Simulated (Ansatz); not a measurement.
Ge (diamond structure), cut as (100) film, 4 layers, 2x1 monohydride

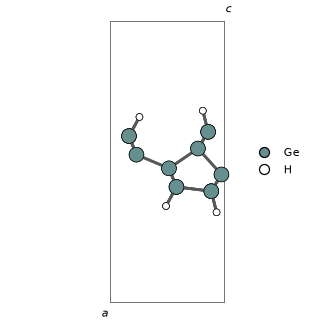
*Optimised geometry, one periodic cell*

Method: PBE (plane waves to 420 eV, PAW; Ansatz, a program for electronic structure).

change of bonding against the cut: none
number of neighbours within 2.976 Å (ending not counted): 3 for 8 atoms, 4 for 8 atoms
mean Ge-Ge distance (least to greatest): 2.493 Å (2.470 to 2.523)
